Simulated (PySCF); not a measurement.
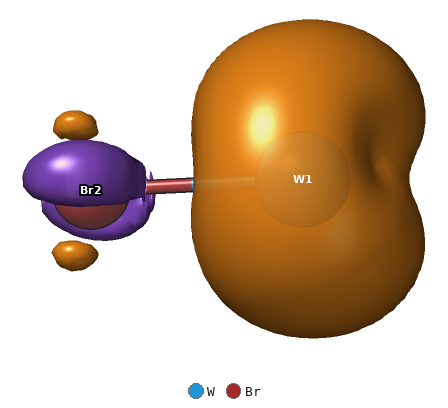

The picture shows: WBr (charge +1, quintet). Isosurfaces of the spin density at +0.05 (orange) and −0.05 e/Å³ (purple), seen from one side.

⟨S²⟩ = 6.05, above the pure value of 6.00; core potentials replace the inner electrons of W.

All numbers below come from PySCF 2.14.0, PBE0/def2-TZVPPD, non-relativistic Hamiltonian with scalar-relativistic core potentials where named, at a bond length of 2.311 Å.

```xyz
2

W     0.0000    0.0000   -0.6938
Br    0.0000    0.0000    1.6172
```

> Where is the unpaired spin?

The unpaired spin (4 electrons) lies mostly on W1 (about 4.0), in electrons by Hirshfeld's partition.
